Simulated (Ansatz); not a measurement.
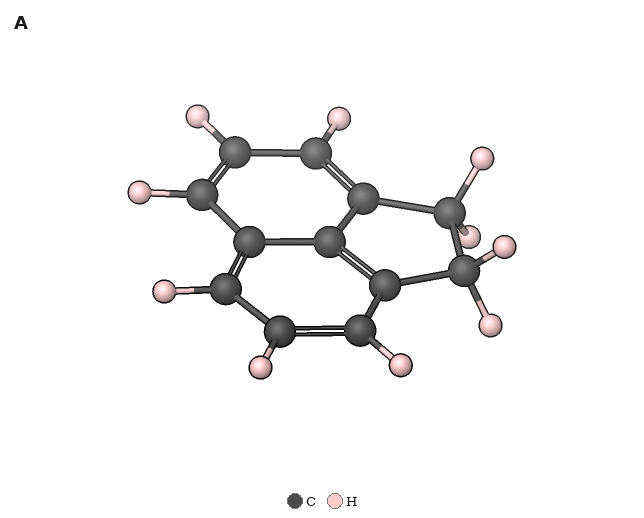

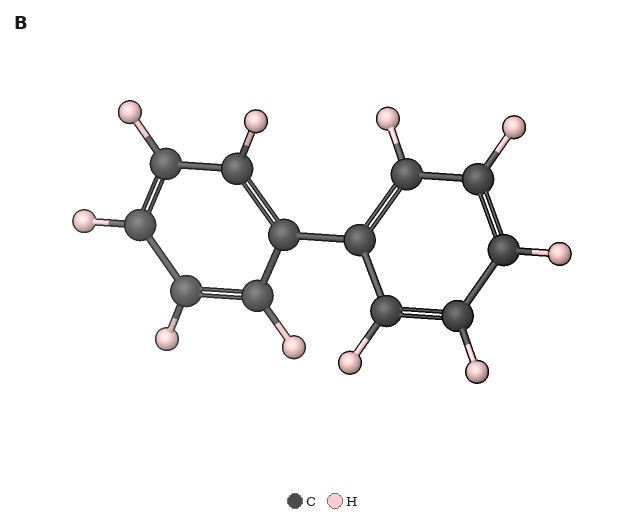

2 stationary structures of one formula. Geometries: PBE-D4/def2-SVP. Electronic energies: PBE-D4/def2-SVP (Ansatz 0.2.0), without zero-point energy. No frequency run is at hand to confirm each as a minimum. Each is one conformer, not always the lowest.

### Are they conformers, stereoisomers or constitutional isomers?

They are constitutional isomers of C12H10: A `c1cc2c3c(cccc3c1)CC2`, B `c1ccc(-c2ccccc2)cc1`.

### Which is lowest in energy, and by how much?

A is lowest; B lies 0.425 eV above it.
